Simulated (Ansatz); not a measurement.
Stretching the Al1–H2 bond in AlH3Se (SMILES [AlH2][SeH]) (multiplicity 1 held, fragments rigid). Energies count from the point at 1.573 Å.
Geometry at that point (charge 0, multiplicity 1):
```xyz
5

Al     0.364     0.027    -1.557
H     -0.699    -0.570    -2.552
H      1.745     0.642    -1.994
Se    -0.201    -0.030     0.697
H      1.061     0.607     1.107
```

R- and RO- levels are restricted; in cc, def2 and unpolarised 6-31G sets they are followed outwards from rest. Active spaces are followed from a long bond inwards. Levels need not reach the same state.

Correlated levels freeze the cores. Filled d and f shells under p-block atoms count as core.

The values were computed with Ansatz (Gaussian basis) for Hartree–Fock, density functionals and correlated methods. 

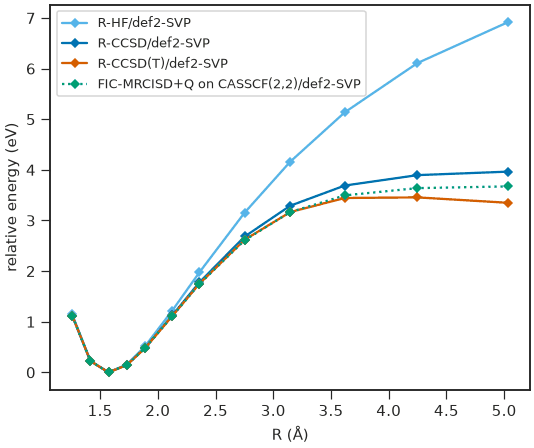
Relative energy along the coordinate

Read off the R-HF/def2-SVP curve at R = 2.753.

about 3.2 eV

Doubts at one or more of the structures used: a restricted determinant that unrestricted orbitals would lower (R-HF/def2-SVP, R-CCSD/def2-SVP, R-CCSD(T)/def2-SVP); other coupled-cluster roots lie near (R-CCSD/def2-SVP, R-CCSD(T)/def2-SVP); T1 above 0.05 (R-CCSD/def2-SVP, R-CCSD(T)/def2-SVP).

Ansatz is a quantum-chemistry and plane-wave program.
